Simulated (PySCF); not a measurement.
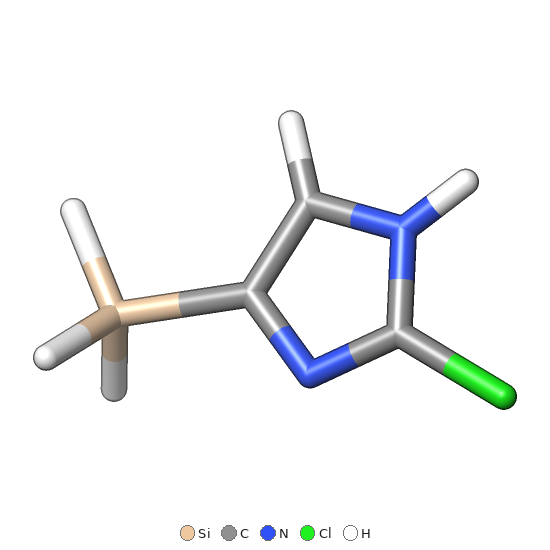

Rendered structure (stick style). Every bond is drawn as one stick, whatever its order.

Computed geometry: PBE0-D3(BJ)/def2-SVP optimisation. No frequency run is at hand to confirm it as a minimum.

Which formula does it have?

C3H5ClN2Si, 12 atoms: 3 carbon, 5 hydrogen, 1 chlorine, 2 nitrogen and 1 silicon.

Name some functional groups or characteristic bonds that it holds.

Among them: C–Cl bond, Si–H bond.

Does it have rings?

Independent rings (smallest set): 1 of 5 members, 1 of them aromatic.

More results for the same structure follow; atom numbers are the same in all pictures, views and colours differ.

## Shape

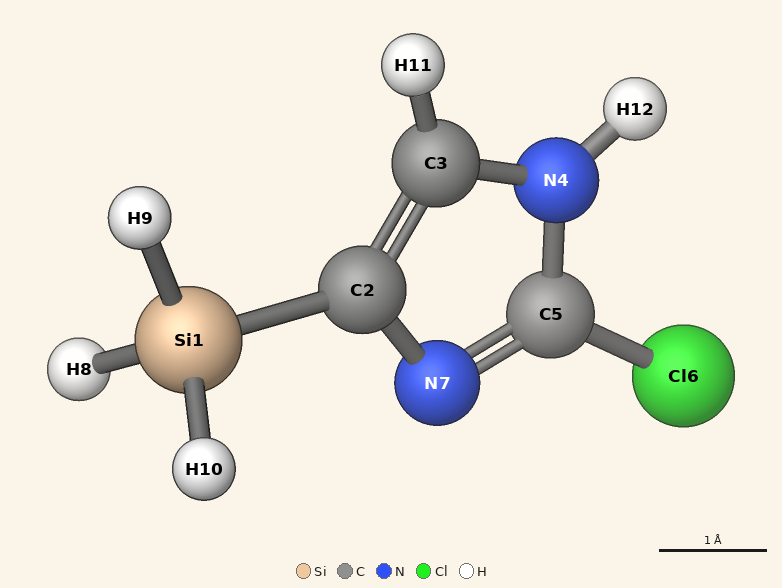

Numbered structure. No frequency run is at hand to confirm it as a minimum.

Give the bond lengths.

| bond | length (Å) | order |
| --- | --- | --- |
| Si1–C2 | 1.867 | single |
| Si1–H8 | 1.493 | single |
| Si1–H9 | 1.496 | single |
| Si1–H10 | 1.493 | single |
| C2–C3 | 1.380 | aromatic |
| C2–N7 | 1.385 | aromatic |
| C3–N4 | 1.370 | aromatic |
| C3–H11 | 1.087 | single |
| N4–C5 | 1.361 | aromatic |
| N4–H12 | 1.012 | single |
| C5–Cl6 | 1.708 | single |
| C5–N7 | 1.297 | aromatic |

## NMR shielding

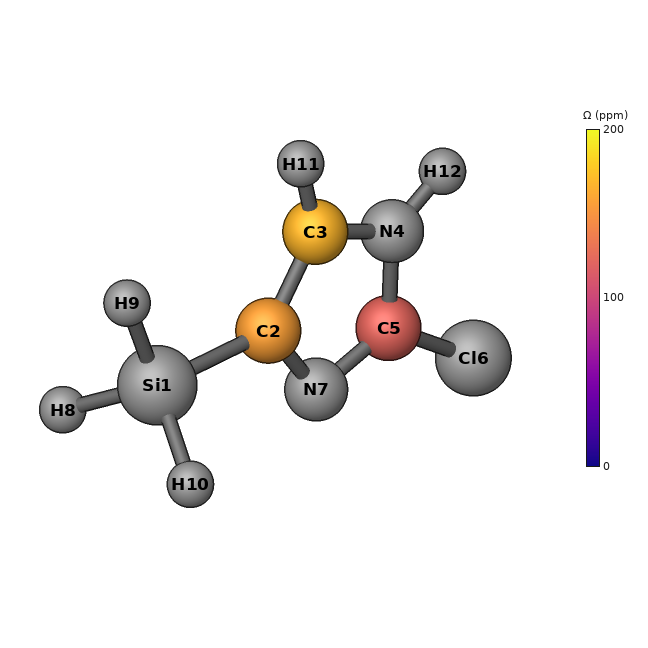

The C atoms are coloured by the span of their shielding tensor. No frequency run is at hand to confirm it as a minimum. Properties computed with GIAO PBE0/cc-pVTZ NMR shielding, non-relativistic, gas phase (PySCF 2.14.0). Principal shieldings σ11 ≤ σ22 ≤ σ33, span Ω = σ33 − σ11, skew κ = 3(σiso − σ22)/Ω.

Give the shielding tensors of the C atoms.

| atom | σ11 | σ22 | σ33 | σiso | Ω | κ |
| --- | --- | --- | --- | --- | --- | --- |
| C2 | −18.3 | 33.9 | 138.0 | 51.2 | 156.3 | 0.33 |
| C3 | −30.3 | 68.5 | 138.2 | 58.8 | 168.5 | −0.17 |
| C5 | −26.2 | 74.4 | 95.7 | 48.0 | 121.9 | −0.65 |

Shieldings and span in ppm.

## Dipole moment

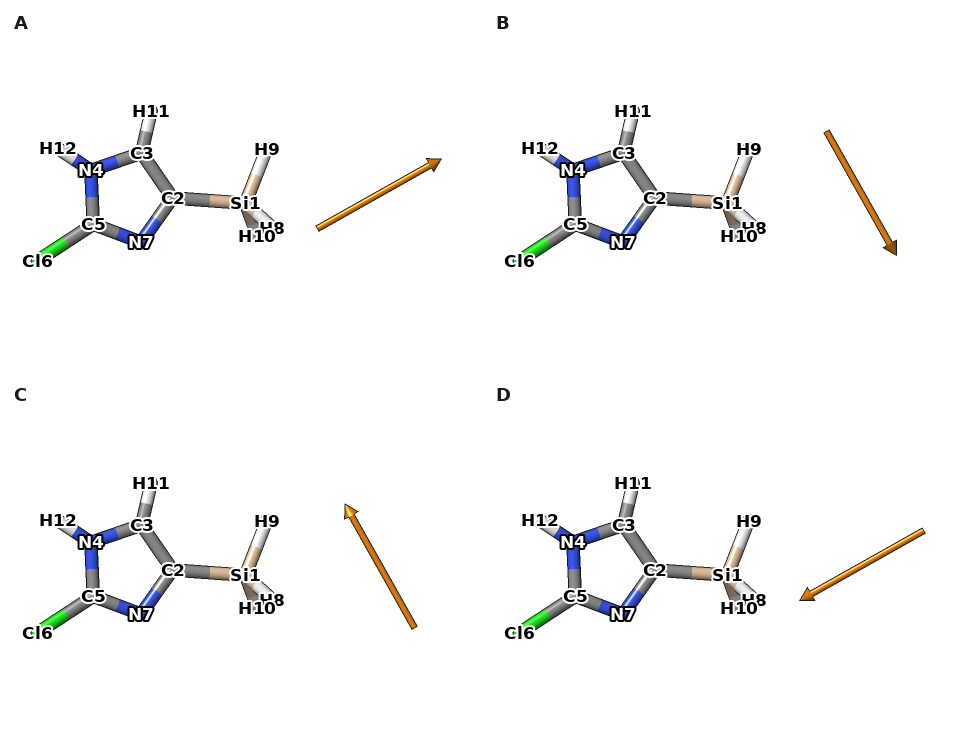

The same molecule four times, each with an arrow. No frequency run is at hand to confirm it as a minimum. Method: PBE0/def2-TZVP, gas phase (PySCF 2.14.0).

Which arrow points along the dipole moment, from the negative to the positive end?

C. The dipole moment is 3.97 D; it points from the side of H8, H10 to the side of H12 (the outermost atoms at the two ends).

## Polarisability

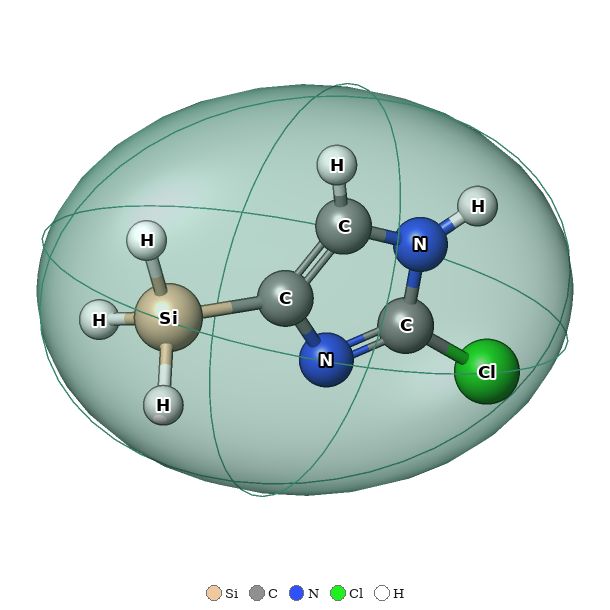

The ellipsoid shows the static dipole polarisability: its half-axes are proportional to the principal values. No frequency run is at hand to confirm it as a minimum. Level of theory: HF/def2-SVPD (PySCF 2.14.0).

How large and how anisotropic is the polarisability?

Principal values 60.3, 82.9, 111.6 bohr³; mean 84.9 bohr³ (12.58 Å³); anisotropy 44.5 bohr³, so the longest axis is 1.85 times the shortest.
